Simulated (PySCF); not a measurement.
F6W, SMILES `F[W](F)(F)(F)(F)F`.

Computed with PySCF, BP86/def2-SVPD, geometry: GFN2-xTB. Core potentials replace the inner electrons of W; spin–orbit coupling isn't included. This is a single-reference result, which may miss multireference character in this system. No frequency check shows the geometry to be a minimum. GFN2-xTB bond lengths at metals and heavier atoms can be off by up to 0.1 Å and shapes distorted, which carries into these values.

The calculation's input:

```python
import numpy as np
from pyscf import gto, scf, dft, lo
from pyscf.data.elements import chemcore

def solve(mol, dm0=None, hcore=None):
    mf = (dft.UKS if mol.spin else dft.RKS)(mol, xc='bp86')
    mf.grids.level = 3
    mf = mf.density_fit(auxbasis='def2-universal-jkfit')
    mf.conv_tol, mf.max_cycle = 1e-8, 80
    if hcore is not None:
        mf.get_hcore = lambda *args: hcore
    mf.kernel(dm0)
    if not mf.converged:
        mf = mf.newton().run(mf.mo_coeff, mf.mo_occ, max_cycle=30)
    assert mf.converged, 'SCF not converged'
    return mf

mol = gto.M(atom='''
F     -1.30112     0.14712    -1.28879
W     -0.00004    -0.00004     0.00005
F     -0.04161     1.81980     0.24964
F     -1.29720    -0.20630     1.28485
F      1.29690     0.20661    -1.28481
F      1.30106    -0.14718     1.28901
F      0.04228    -1.81971    -0.25034
''', basis='def2-svpd', ecp={'W': 'def2-svpd'}, charge=0, spin=0, verbose=4)
mf = solve(mol)
occ_all = mf.mo_coeff[:, mf.mo_occ > 0]
occ = occ_all[:, chemcore(mol):]
pm = lo.PM(mol, occ, pop_method='meta_lowdin')
loc = pm.kernel()
for _ in range(5):
    new, stable = pm.stability_jacobi(return_status=True)
    if stable:
        break
    loc = pm.kernel(new)
fock, s = mf.get_fock(), mf.get_ovlp()
ortho = lo.orth_ao(mol, 'meta_lowdin')
labels = mol.ao_labels(fmt=None)
vir = loc[:, :0]
both = np.hstack([loc, vir])
p = (ortho.T @ s @ both) ** 2
pop = np.array([p[[l[0] == a for l in labels]].sum(0) for a in range(mol.natm)])
spd = np.array([[p[[l[0] == a and l[2][-1] == k for l in labels]].sum(0) for k in 'spd'] for a in range(mol.natm)])
eps = np.einsum('pi,pq,qi->i', both, fock, both)
for i in np.argsort(eps):
    top = np.argsort(-pop[:, i])[:3]
    print('%3d %s %9.4f Eh ' % (i + 1, 'occ' if i < loc.shape[1] else 'vir', eps[i]), '  '.join('%s%d %.3f' % (mol.atom_symbol(a), a + 1, pop[a, i]) for a in top))
np.savez('result.npz', c=both, nocc=loc.shape[1], pop=pop, spd=spd, eps=eps, e=mf.e_tot)
```

Run with:

```sh
OMP_NUM_THREADS=1 python input.py
```

The run took 30 s on 1 thread of Intel(R) Xeon(R) Platinum 8259CL CPU @ 2.50GHz (Skylake/Cascade Lake), with other jobs on the host, peak memory 0.6 GiB.

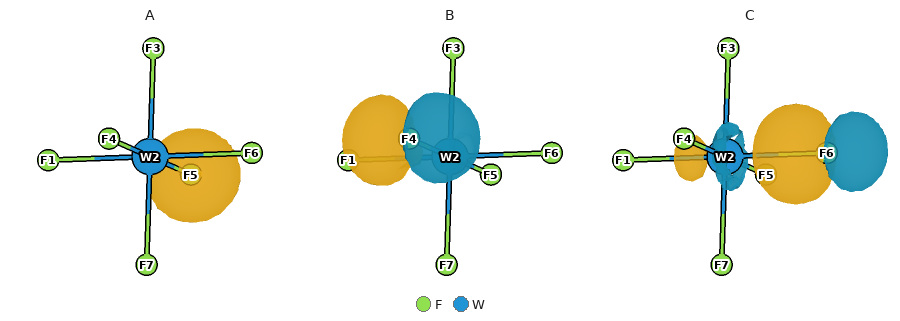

Pipek–Mezey orbitals, occupied; each surface holds about 85 % of the orbital's density. Energies are diagonal elements of the Fock matrix.

Name the orbitals, with their atomic make-up and energies.

Answer. By panel:
- A: lone pair on F5 (s-type) (F5 98 %; −28.4 eV)
- B: lone pair on F4 (p-type) (F4 95 %, W2 5 %; −12.1 eV)
- C: σ bond F6–W2 (F6 79 %, W2 20 %; −15.1 eV)

Which has the smallest and which the largest spatial spread?

Answer. Smallest: A (0.60 Å); largest: C (0.83 Å).
